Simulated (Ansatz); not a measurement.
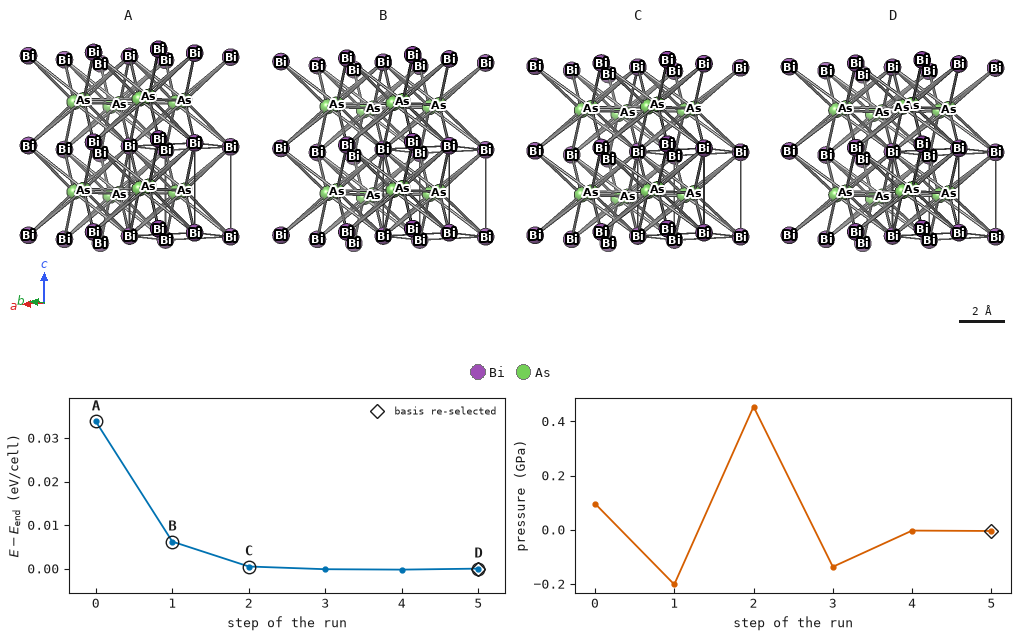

Frames of a relaxation of solid BiAs$_{2}$ (a generated structure, set up in P6/mmm), marked on the history of the run. The picture is a ball-and-stick view of the cell of the calculation, repeated 2 × 2 × 2 with one cell outlined, seen from a free direction.

Computed with DFT PBE, scalar-relativistic, plane waves, PAW (Ansatz 0.2.0). Settings: plane-wave cutoff 420 eV; k-point mesh 12 × 12 × 12; occupations gaussian; smearing width 0.1 eV; no spin polarisation; cell and atoms relaxed; force threshold 0.01 eV/Å; at most 80 steps.

Describe the path.

Answer. After 4 accepted moves (5 points after the start) the energy has fallen by 33.8 meV per cell of the calculation. All forces vanish by symmetry, so only the cell relaxes. Pressure: 0.10 GPa at the start and 0.00 GPa at the end. The SCF was repeated once at an unchanged geometry on a basis and grid sized afresh for the cell, which shifted the energy by 0.2 meV per cell of the calculation at most. No atom moves by more than 0.005 Å relative to the cell. The drawn cell changes as follows: a = b 4.601 → 4.693 Å (+2.0 %), c 4.036 → 3.790 Å (−6.1 %); the volume changes by −2.3 %. Among the contacts that change: As–As 2.656 → 2.710 Å, As–Bi 3.336 → 3.307 Å. The space group stays P6/mmm (No. 191). The run took 74 s on 1 thread of Arm Neoverse V2 (shared host), peak memory 0.49 GiB. From step 0 to 1: volume −0.9 %, energy −27.6 meV per cell of the calculation. From step 1 to 2: volume −1.9 %, energy −5.7 meV per cell of the calculation. From step 2 to 5: volume +0.6 %, energy −0.5 meV per cell of the calculation.
